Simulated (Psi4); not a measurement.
# B2PH5 (SMILES BPB) at r2SCAN/def2-SVPD

What is the vertical singlet–triplet gap of B2PH5 at r2SCAN/def2-SVPD? 

The calculation is run with Psi4 1.11.

## 1. The system as given

B2PH5: 8 atoms, total charge 0, spin state singlet. SMILES: `BPB`. The shape is that of a GFN2-xTB optimisation.

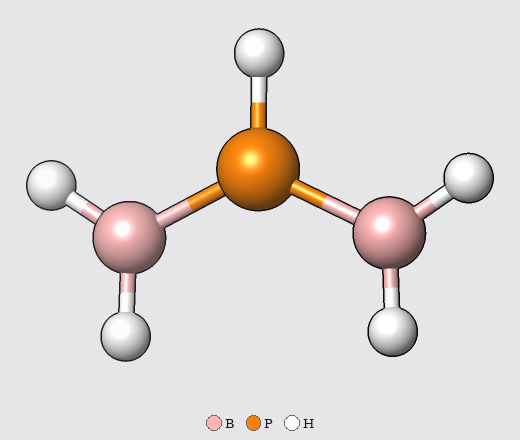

The structure, seen from a chosen angle (boron pink, phosphorus orange, hydrogen white).

## 2. Energy and forces at r2SCAN/def2-SVPD

File input.in:

```
memory 1.6 GB

molecule geom {
  B     -1.222880     0.755110    -0.773190
  P     -0.053230     0.244130     0.489240
  B      1.289880    -0.938350     0.346080
  H     -2.093210     1.493130    -0.523530
  H     -1.084030     0.331020    -1.855290
  H     -0.275110     0.748970     1.749410
  H      1.940270    -1.226150     1.273170
  H      1.498310    -1.407840    -0.705890
  units angstrom
  symmetry c1
}

set {
  basis def2-SVPD
  reference rks
  puream true
  e_convergence 1e-09
  d_convergence 1e-08
  scf_type pk
  dft_radial_points 99
  dft_spherical_points 590
}

e_tot, wfn = gradient('r2scan', return_wfn=True)
oeprop(wfn, 'LOWDIN_CHARGES', 'WIBERG_LOWDIN_INDICES', 'MAYER_INDICES', title='R2SCAN')
```

Run with:

```
psi4 input.in input.out -n 1
```

input.out, shortened:

```text
[...]
  Running in c1 symmetry.
[...]
  Nuclear repulsion =   81.814146512051963
[...]
  Multiplicity = 1
[...]
  Nalpha       = 15
  Nbeta        = 15
[...]
    Number of basis functions: 104
[...]
   @RKS iter   1:  -393.66038225759200   -3.43160e-01   4.09261e-03 ADIIS/DIIS
[...]
   @RKS iter  12:  -393.80976897494611   -1.76215e-12   7.68231e-10 DIIS
[...]
    Orbital Energies [Eh]
    ---------------------
    Doubly Occupied:
       1A    -76.753706     2A     -6.653186     3A     -6.653116
       4A     -6.484016     5A     -4.632047     6A     -4.630425
       7A     -4.629483     8A     -0.638605     9A     -0.492804
      10A     -0.453942    11A     -0.377936    12A     -0.338398
      13A     -0.318177    14A     -0.312615    15A     -0.254805
[...]
  @RKS Final Energy:  -393.80976897494611
   => Energetics <=
    Nuclear Repulsion Energy =             81.8141465120519626
    One-Electron Energy =                -702.7137295302229631
    Two-Electron Energy =                 260.2335751070012861
    DFT Exchange-Correlation Energy =     -33.1437610637763385
    Empirical Dispersion Energy =           0.0000000000000000
    VV10 Nonlocal Energy =                  0.0000000000000000
    Total Energy =                       -393.8097689749461097
[...]
 Multipole Moments:
 ------------------------------------------------------------------------------------
     Multipole            Electronic (a.u.)      Nuclear  (a.u.)        Total (a.u.)
 ------------------------------------------------------------------------------------
 L = 1.  Multiply by 2.5417464519 to convert [e a0] to [Debye]
 Dipole X            :         -0.0481997            0.0018183           -0.0463814
 Dipole Y            :          0.4044035           -0.2826663            0.1217372
 Dipole Z            :          0.7220895           -0.4340362            0.2880533
 Magnitude           :                                                    0.3161422
[...]
  -Total Gradient:
     Atom            X                  Y                   Z
    ------   -----------------  -----------------  -----------------
       1        0.000814062084     0.000517060408     0.004140699245
       2       -0.000356781887    -0.000776354829    -0.000278395603
       3       -0.002116897593     0.002475140166     0.002818801475
       4        0.011838142371    -0.010523960737    -0.004958085430
       5       -0.002638035138     0.006179156090     0.014053141550
       6        0.002696686607    -0.006575491511    -0.016055237255
       7       -0.008286240006     0.003074827544    -0.013804366889
       8       -0.001968604609     0.005713445313     0.014251542304
[...]
```

It took 39 s on 1 thread of Intel Xeon 6975P-C (Granite Rapids), shared host; peak memory 0.71 GiB.

## 3. The triplet, same level

File b2h5p.dat:

```
memory 1600 mb

molecule {
  0 3
  B     -2.31090828     1.42695109    -1.46111734
  P     -0.10059012     0.46133884     0.92452961
  B      2.43751993    -1.77322451     0.65399642
  H     -3.95559362     2.82160677    -0.98932832
  H     -2.04851981     0.62553714    -3.50598998
  H     -0.51988255     1.41534818     3.30590578
  H      3.66657891    -2.31708769     2.40594261
  H      2.83139555    -2.66043203    -1.33393877
  units au
  symmetry c1
}

set {
  basis                def2-SVPD
  reference            uks
  puream               true
  e_convergence        1e-09
  d_convergence        1e-08
  scf_type             pk
  dft_radial_points    99
  dft_spherical_points 590
  maxiter              200
}

E, wfn = gradient("r2scan", return_wfn=True)
oeprop(wfn, "WIBERG_LOWDIN_INDICES", "MULLIKEN_CHARGES", "LOWDIN_CHARGES")
```

Run with:

```
psi4 -n 1 b2h5p.dat b2h5p.out
```

b2h5p.out, shortened:

```text
[...]
  Running in c1 symmetry.
[...]
  Nuclear repulsion =   81.814146587724636
[...]
  Multiplicity = 3
[...]
  Nalpha       = 16
  Nbeta        = 14
[...]
    Number of basis functions: 104
[...]
   @UKS iter   1:  -393.50199185942409   -1.84770e-01   4.79035e-03 DIIS/ADIIS
[...]
   @UKS iter  14:  -393.70416655374913   -1.30740e-12   2.24603e-09 DIIS
[...]
   @S^2 Observed:                2.012736471E+00
[...]
  @UKS Final Energy:  -393.70416655374913
   => Energetics <=
    Nuclear Repulsion Energy =             81.8141465877246361
    One-Electron Energy =                -701.8385645092347431
    Two-Electron Energy =                 259.4768393892669565
    DFT Exchange-Correlation Energy =     -33.1565880215059678
    Empirical Dispersion Energy =           0.0000000000000000
    VV10 Nonlocal Energy =                  0.0000000000000000
    Total Energy =                       -393.7041665537491326
[...]
 Multipole Moments:
 ------------------------------------------------------------------------------------
     Multipole            Electronic (a.u.)      Nuclear  (a.u.)        Total (a.u.)
 ------------------------------------------------------------------------------------
 L = 1.  Multiply by 2.5417464519 to convert [e a0] to [Debye]
 Dipole X            :         -0.0982981            0.0018183           -0.0964798
 Dipole Y            :          0.6040428           -0.2826663            0.3213764
 Dipole Z            :          1.1365839           -0.4340362            0.7025477
 Magnitude           :                                                    0.7785656
[...]
  -Total Gradient:
     Atom            X                  Y                   Z
    ------   -----------------  -----------------  -----------------
       1        0.019801984687    -0.012337260267     0.014830427912
       2        0.000586048975     0.001536935446     0.001135144429
       3       -0.022371168312     0.016061060481    -0.003958696230
       4        0.011421265762    -0.010935592274    -0.006818520201
       5       -0.004735522024     0.007663162855     0.013364600233
       6        0.002794646886    -0.008224938251    -0.018761740569
       7       -0.007517404192     0.001892603002    -0.015148501088
       8        0.000037274136     0.004398993224     0.015403535752
[...]
```

Wall time 63 s (1 thread of Intel Xeon 6975P-C (Granite Rapids), shared host); peak memory 0.71 GiB.

## 4. Outcome

Level: r2SCAN/def2-SVPD.

| quantity | value |
| --- | --- |
| singlet: total energy | -393.80977 Eh |
| singlet: dipole moment | 0.80 D |
| singlet: HOMO energy | -6.93 eV |
| singlet: LUMO energy | -3.11 eV |
| singlet: HOMO–LUMO gap | 3.83 eV |
| singlet: largest force on an atom | 0.903 eV/Å |
| triplet: total energy | -393.70417 Eh |
| triplet: dipole moment | 1.98 D |
| triplet: HOMO energy (highest over α and β) | -4.34 eV |
| triplet: ⟨S²⟩ | 2.013 |
| triplet: largest force on an atom | 1.431 eV/Å |
| vertical energy of the triplet above the singlet | 2.874 eV |

**Reading.** At this shape the triplet lies 2.87 eV (66 kcal/mol) above the singlet. The largest force (singlet) is 0.90 eV/Å: the shape isn't a stationary point for this species at this level.
